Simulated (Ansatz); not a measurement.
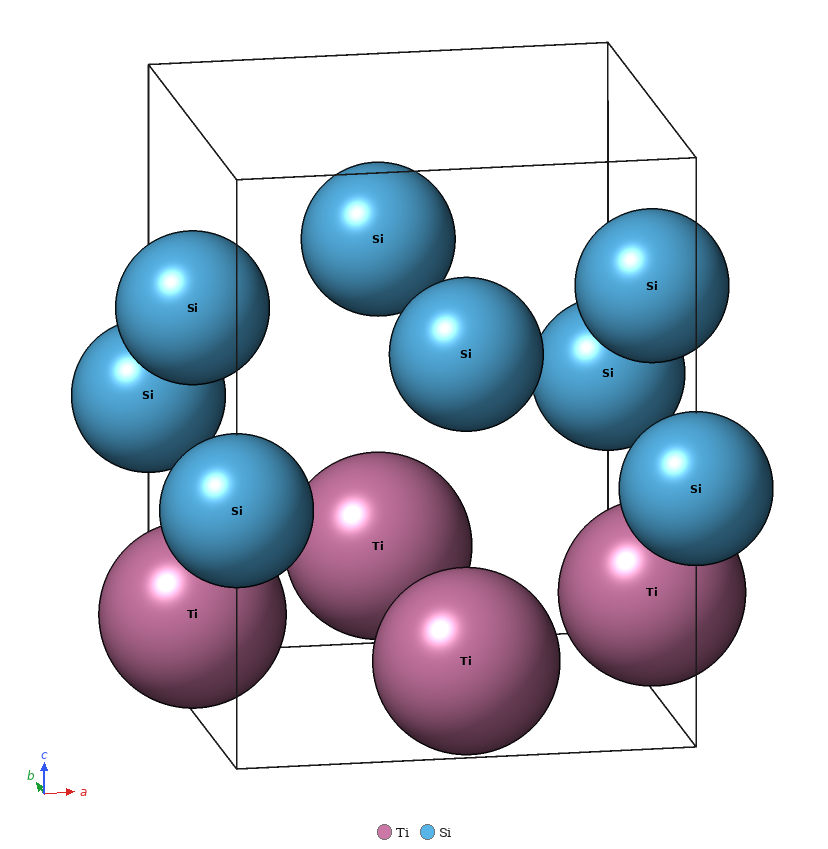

A spheres-only rendering, viewed slightly off an axis. The lines enclose the simulation cell; boundary atoms appear with their images.

Input used:
```yaml
crystal:
  lattice:
    - [4.1158045817, 0.0, 0.0]
    - [0.0, 4.1158045817, 0.0]
    - [0.0, 0.0, 5.3547045146]
  atoms:
    - { symbol: Ti, position: [0.0, 0.5, 0.1644652067] }
    - { symbol: Ti, position: [0.5, 0.0, 0.1644652067] }
    - { symbol: Si, position: [0.0, 0.0, 0.4384228386] }
    - { symbol: Si, position: [0.0, 0.5, 0.684989474] }
    - { symbol: Si, position: [0.5, 0.0, 0.684989474] }
basis:
  ecutwfc: 420
kpoints:
  mp_grid: { grid: [10, 10, 8] }
  band_path:
    path:
      - [[0.0, 0.0, 0.0], [0.0, 0.5, 0.0], [0.5, 0.5, 0.0], [0.0, 0.0, 0.0], [0.0, 0.0, 0.5], [0.0, 0.5, 0.5], [0.5, 0.5, 0.5], [0.0, 0.0, 0.5]]
      - [[0.0, 0.5, 0.0], [0.0, 0.5, 0.5]]
      - [[0.5, 0.5, 0.0], [0.5, 0.5, 0.5]]
    npoints: 14
hamiltonian:
  xc: pbe
scf:
  occupations: { method: gaussian, width: 0.1 }
  n_extra_bands: 12
output:
  forces: true
  stress: true
  eigenvalues: true
  populations: true
  dos: { projected: true, de: 0.02, nscf_kmesh: { grid: [12, 12, 10] } }
  bader: true
  write_density: true
  write_potential: true
  elf: true
  volumetric_format: npy
```
Run as:
```sh
ansatz run input.yaml --threads 1 --pin off --max-ram 2560MiB --backend cpu --events-out ev --progress --plain --runs-dir out
```

The calculation used DFT PBE, scalar-relativistic, plane waves, PAW (Ansatz), with cutoff 420 eV, a 10×10×8 grid in reciprocal space, Gaussian smearing of 0.1 eV, no spin polarisation.

How are the electrons shared out in a Bader analysis?

Answer. Ti +0.77 e; Si -0.85 to -0.34 e.

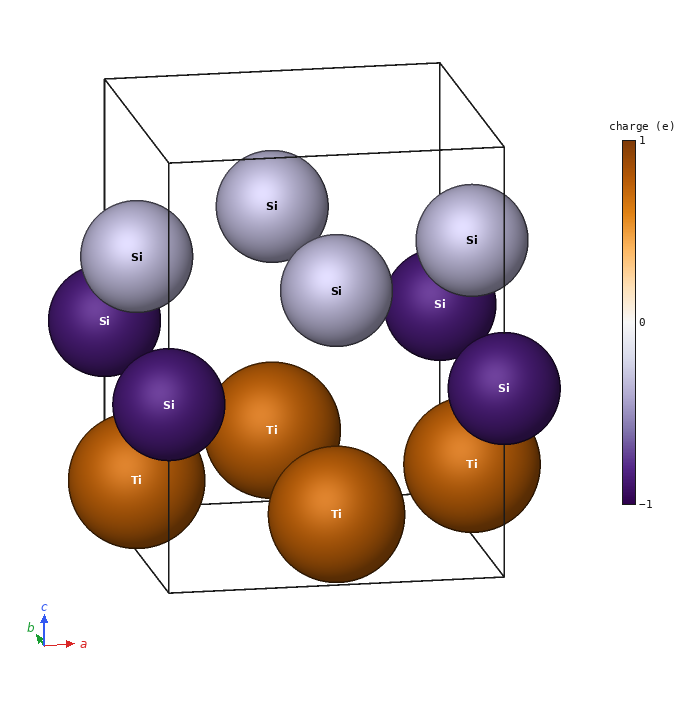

The atoms coloured by those charges.

Starting structure: a random cell made by a generator, so it need not be a real form of the compound. Earlier steps of the study, as a rule a relaxation of our own, may have changed the cell and positions, so they can lie some per cent off the listed ones. Ansatz was used for an electronic-structure calculation on it.
